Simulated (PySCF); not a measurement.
```xyz
12

Al   -1.6796   -0.1826   -0.6599
H    -2.6250    1.0872   -0.4954
H    -2.0872   -1.5591   -1.3444
P    -0.5023   -0.5818    1.4556
Al    1.6960    0.1801    0.6708
H     2.6587   -1.0776    0.5182
H     2.0816    1.5647    1.3521
P     0.5218    0.5590   -1.4506
H    -1.0319    0.1079    2.5736
H    -0.5334   -1.9141    1.9349
H     0.5656    1.8840   -1.9480
H     1.0512   -0.1505   -2.5558
```

Geometry: PBE0-D3(BJ)/def2-SVP.

Theory: PySCF, PBE0/pcSseg-1 Al:pcSseg-2, SCF density, gas phase, non-relativistic.

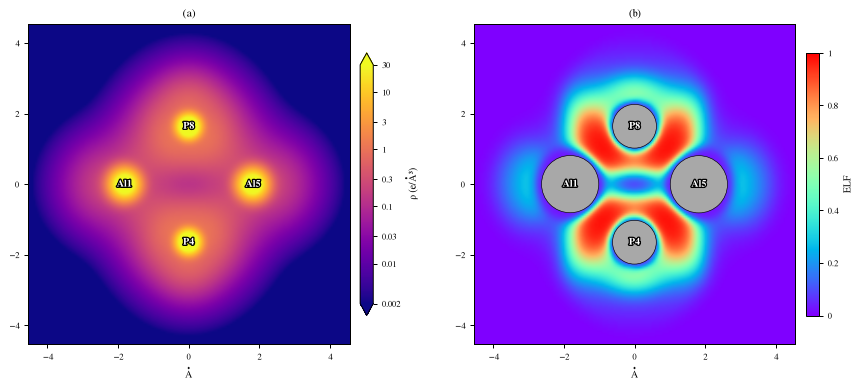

Al$_{2}$H$_{8}$P$_{2}$ ((H2Al-mu-PH2)2). (a) electron density; (b) electron localisation function on the plane of atoms Al1, P8 and Al5. Grey discs cover the atomic cores in the ELF map.

Question: Interpret the plot.

Answer: Atoms in the plane: Al and P.
Al–P (2.45 Å): ρ at the midpoint is about 0.48 e/Å³; the ELF peaks at about 1 between the atoms, as expected for a shared electron pair.
